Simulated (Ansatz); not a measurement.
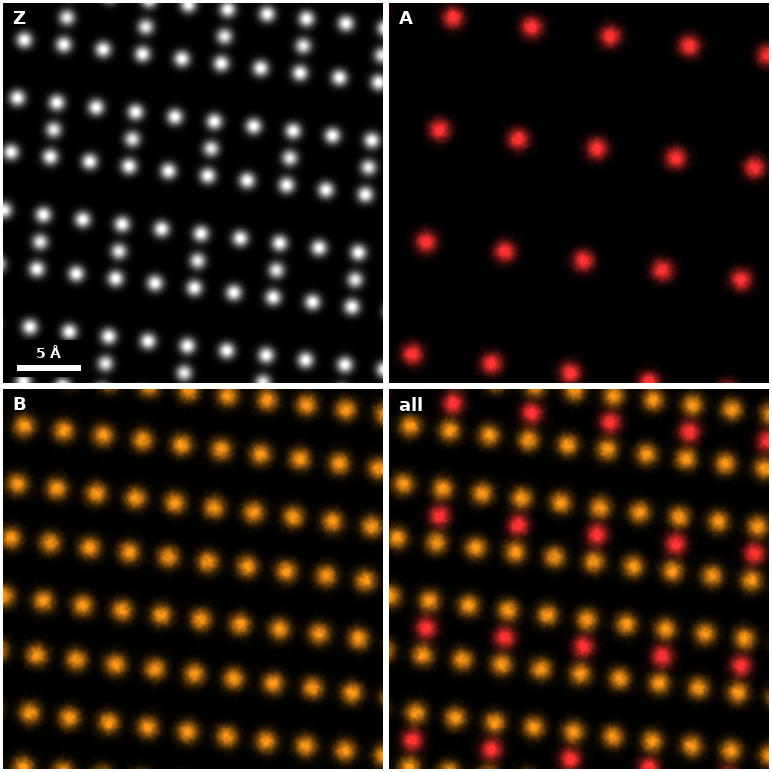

Rb₄Br (P4/mmm, No. 123) along [100]. Panel Z: Simulation: incoherent imaging, intensity Z^1.7 per atom, probe width 1.03 Å, thin sample. The other panels are simulated element maps (the number of atoms of one element along the beam, blurred by 1.3 Å, with counting noise; each on its own scale, no channelling); the last overlays them. Structure used: the geometry relaxed with Ansatz 0.2.0, DFT PBE, scalar-relativistic, plane waves, PAW; the starting structure was generated, so it need not be a known form of this composition.

```
CELL_PARAMETERS angstrom
6.26199 0.00000 0.00000
0.00000 6.26199 0.00000
0.00000 0.00000 8.92048
ATOMIC_POSITIONS crystal
Rb 0.50000 0.00000 0.24158
Rb 0.00000 0.50000 0.75842
Rb 0.50000 0.00000 0.75842
Rb 0.00000 0.50000 0.24158
Br 0.00000 0.00000 0.00000
```

> Which element does each lettered map show?

A: Br, B: Rb. The projected cell (6.26 × 8.92 Å, 90°) holds 5 columns: 4 of Rb and 1 of Br. No column is shared by two of the mapped elements.
